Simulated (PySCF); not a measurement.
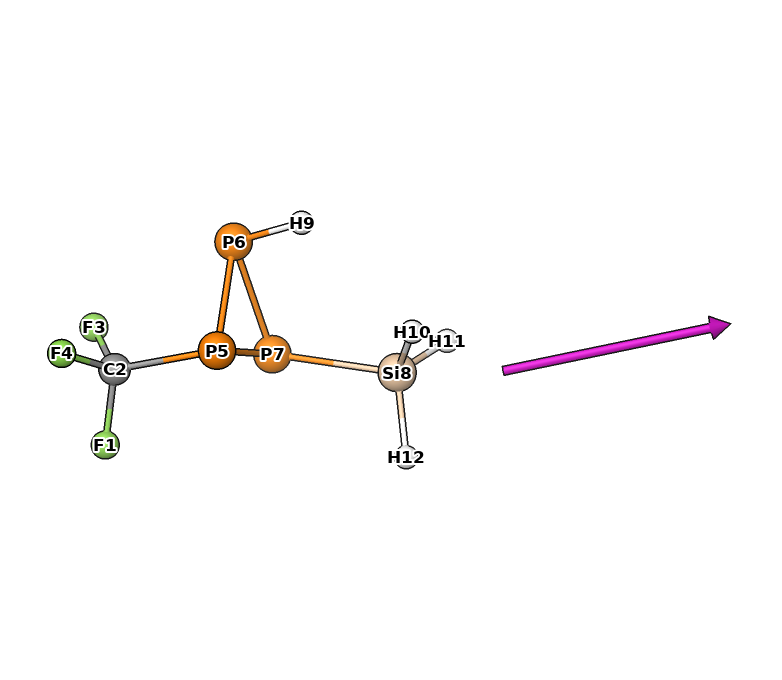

The arrow beside the molecule shows the direction of the dipole moment, from the negative to the positive end (its length means nothing). The computed structure is the end point of a GFN2-xTB optimisation. No frequency run is at hand to confirm it as a minimum. Method: CAM-B3LYP/def2-SVPD, gas phase (PySCF 2.14.0).

Question: Estimate the dipole moment.

Answer: 3.27 D; it points from the side of F4 to the side of H11 (the outermost atoms at the two ends).

The geometry is semi-empirical. Around P, Si such bond lengths and angles can be off by a tenth of an ångström or more and by several degrees, and values that hang on the shape move with them.
